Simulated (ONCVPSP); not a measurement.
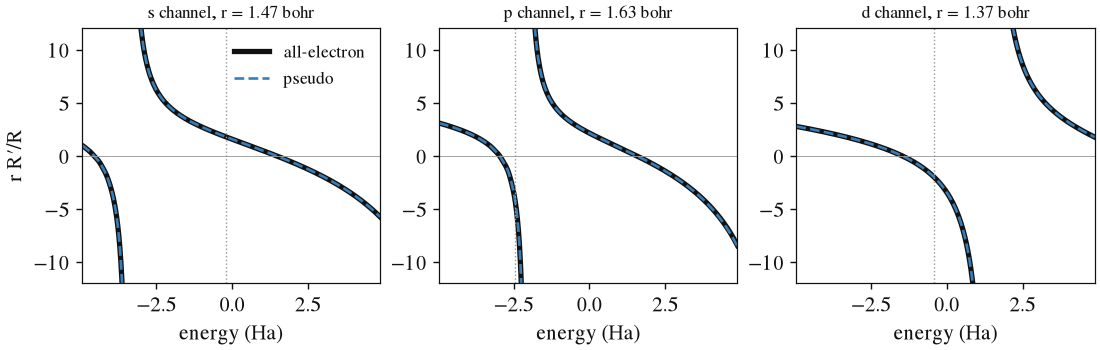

Logarithmic derivatives r R′/R at the test radius against energy, all-electron atom (solid) and pseudo-atom (dashed). Here R(r) is the radial function. The dotted line marks the reference energy of the channel.

```
Element                 : Cd (Z = 48)
Generator               : ONCVPSP 4.0.1
Type                    : optimised norm-conserving Vanderbilt (ONCV)
Functional              : PBE
Relativity              : scalar-relativistic
Frozen core             : [Ar] 3d10
Valence charge          : 20
Reference configuration : 4s2 4p6 4d10 5s2
Partial waves           : 4s+5s: rc 1.45 bohr, ncon 4, nbas 9, qcut 7.4 1/bohr, 3 projectors, debl 3.6 Ha; 4p: rc 1.60 bohr, ncon 3, nbas 8, qcut 12.7 1/bohr, 2 projectors, debl 0.3 Ha; 4d: rc 1.35 bohr, ncon 4, nbas 8, qcut 10.9 1/bohr, 2 projectors, debl 3.8 Ha
Local potential         : polynomial inside 1.00 bohr (lpopt 5, dvloc0 3 Ha)
Core correction         : none
```

In the p channel the program set the typed energies aside and used -2.461, 0.250 Ha.

Question: What does the plot say about ghosts?

Answer: The plot shows none: pseudo and all-electron curves have the same branches in all channels drawn. The separate test gives: no bound ghost flagged; no localised positive-energy state flagged (flags above 300 eV left out).

Question: List the energies at which the logarithmic derivative diverges.

Answer: s: all-electron at -3.4 Ha, pseudo at -3.4 Ha; p: all-electron at -2.1 Ha, pseudo at -2.1 Ha; d: all-electron at 1.4 Ha, pseudo at 1.4 Ha.

Question: At which energies does the logarithmic derivative pass through zero?

Answer: s: all-electron -4.5 and 1.5 Ha, pseudo -4.5 and 1.5 Ha; p: all-electron -3.0 and 1.6 Ha, pseudo -3.0 and 1.6 Ha; d: all-electron -1.5 Ha, pseudo -1.5 Ha.
